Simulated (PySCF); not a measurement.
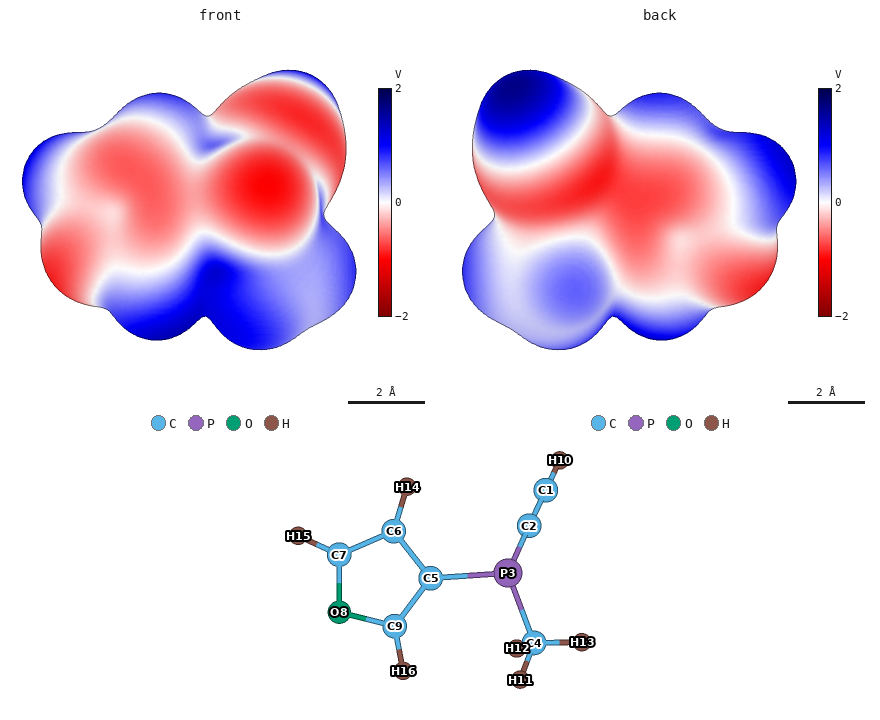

Figure. C7H7OP (SMILES C#CP(C)c1ccoc1). The molecular electrostatic potential painted on the density surface at 0.002 e/bohr³, seen from the front and from behind; the colour scale runs from red (negative) to blue (positive). The bare structure is drawn below in the same view.

Geometry: GFN2-xTB.

These are results of PBE0/pcSseg-1, SCF density, gas phase, non-relativistic (PySCF), not measurements.

```xyz
16

C    -2.1432    2.1931    0.5181
C    -1.6813    1.2038    0.0149
P    -1.0587   -0.1820   -0.8930
C    -1.7372   -1.5146    0.2096
C     0.6356   -0.1189   -0.2317
C     1.4298    1.0485   -0.0422
C     2.6439    0.6117    0.3787
O     2.6701   -0.7301    0.4513
C     1.4572   -1.1666    0.0739
H    -2.5355    3.0404    1.0012
H    -1.3576   -2.4801   -0.1201
H    -1.4573   -1.3456    1.2478
H    -2.8221   -1.5197    0.1213
H     1.1135    2.0604   -0.1912
H     3.5391    1.1352    0.6510
H     1.2960   -2.2266    0.0663
```

Question: Which sites attract a positive test charge, and which a negative one?

Answer: A positive charge is drawn to the negative regions and a negative charge to the positive ones. The most negative region (about −1.0 V) lies over P3, the most positive (about +1.6 V) over H10.

Question: What dipole moment does the calculation give?

Answer: Its dipole moment is 1.01 D.
